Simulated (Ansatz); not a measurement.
F2H2Si···NH3···NH3

```xyz
13

Si   -0.8680   -0.1928   -0.4325
H    -0.2468    1.1174   -0.7760
F    -1.6066   -0.9880   -1.6558
F    -0.1234   -1.1511    0.6750
H    -2.0787    0.1794    0.3681
H     0.6558    1.8151    1.6567
N     0.2192    1.3626    2.4588
H     0.9004   -0.5674   -2.5601
N     0.9097   -0.9088   -1.5991
H     0.3316    0.3603    2.3123
H    -0.7808    1.5398    2.3667
H     0.8903   -1.9280   -1.6386
H     1.7972   -0.6386   -1.1754
```

The calculation used RKS PBE0-D4/def2-SVP (Ansatz 0.2.0).

> What will maps of the electron density and electron localisation function show?

Si1···N9 (2.24 Å): the density falls to about 0.31 e/Å³ on the way; the ELF peaks at about 0.95 in the valence shell of N, 0.7 Å from its nucleus, and is about 0.60 at the midpoint.
Si–F (1.64 Å): ρ is about 0.98 e/Å³ halfway; the ELF peaks at about 0.85 in the valence shell of F, 0.6 Å from its nucleus, and is about 0.45 at the midpoint.
N–H (1.02 Å): ρ at the midpoint is about 2.8 e/Å³; the ELF climbs to about 1 towards the hydrogen, as it does in any bond to H; a covalent bond by its length.
Si–H (1.50 Å): ρ at the midpoint is about 0.78 e/Å³; the ELF climbs to about 1 towards the hydrogen.

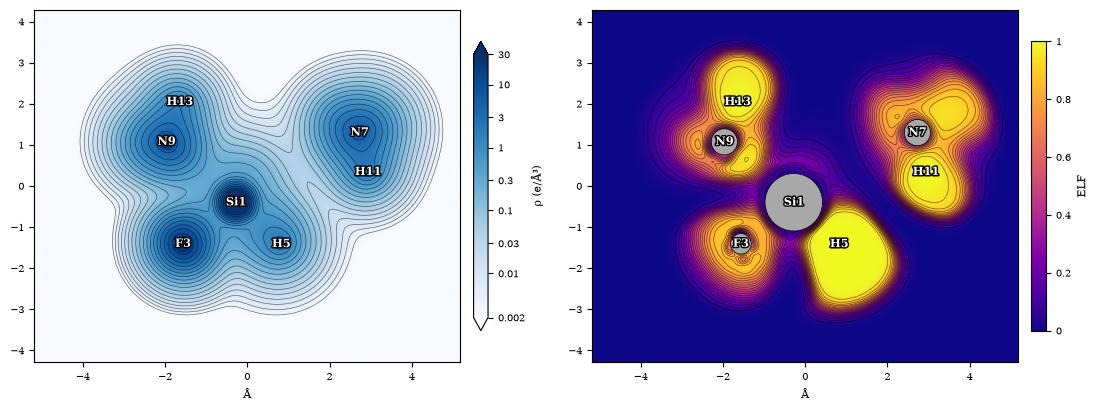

Computed electron density and electron localisation function on the plane of atoms F3, Si1 and H5, in this order. Grey discs cover the atomic cores in the ELF map. 
